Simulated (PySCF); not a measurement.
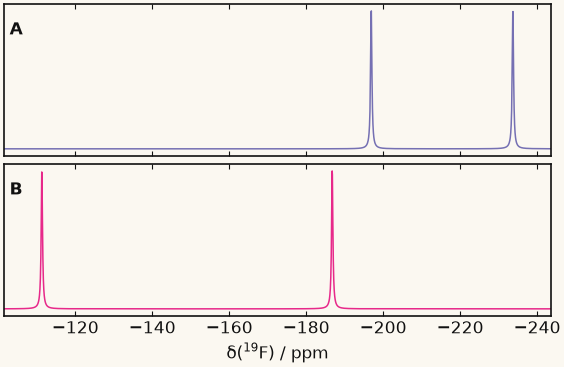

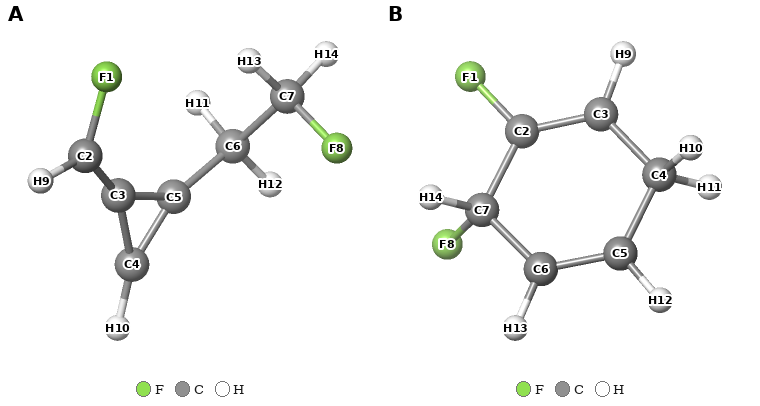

Related molecules: A is C₆H₆F₂, SMILES F/C=C1C=C/1CCF; B is C₆H₆F₂, SMILES FC1=CCC=C[C@@H]1F. GIAO ¹⁹F shifts against CFCl₃ (¹⁹F: this reference is a hard case for the method, so all values can be off together by tens of ppm, and differences between signals are safer), PBE0/pcSseg-1, PySCF, at a PBE0-D3(BJ)/def2-SVP geometry (no frequency check); fully decoupled, line heights follow the number of nuclei within a panel, widths are arbitrary (no quadrupolar broadening); values of one conformer, averaged over nuclei that symmetry or rotation about single bonds exchange, these motions taken as fast; other conformers aren't averaged in.

Question: Assign the ¹⁹F signals of each molecule.

Answer: A: −196.9 (F1); −233.7 (F8)
B: −111.3 (F1); −186.8 (F8)
